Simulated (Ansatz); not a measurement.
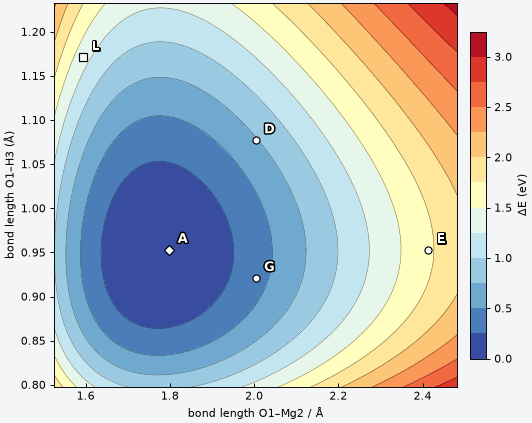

HMgO, SMILES [OH][Mg], spin multiplicity 2. 
- The first coordinate is: bond length O1–Mg2; the second: bond length O1–H3.
- Nothing is relaxed (all other coordinates rigid).
- Grid: 15 × 15 points.
- Points are written as (first, second).
- All energies are given in eV relative to the relaxed molecule at the same level.
- All numbers below come from Ansatz 0.2.0, UKS PBE0-D4/def2-TZVP.

In the figure: filled contours, lettered points. Between grid points the surface is interpolated.

What kind of point is each of A, D, E, G, L: minimum, saddle, maximum or slope?

Answer. A: minimum; D: on a slope; E: on a slope; G: on a slope; L: on a slope. (In these two coordinates alone; a stationary point may lie a little off the grid point.)

Rank the lettered points by energy, lowest first.

Answer. A (0.007 eV), G (0.41 eV), D (0.73 eV), L (1.35 eV), E (1.71 eV).
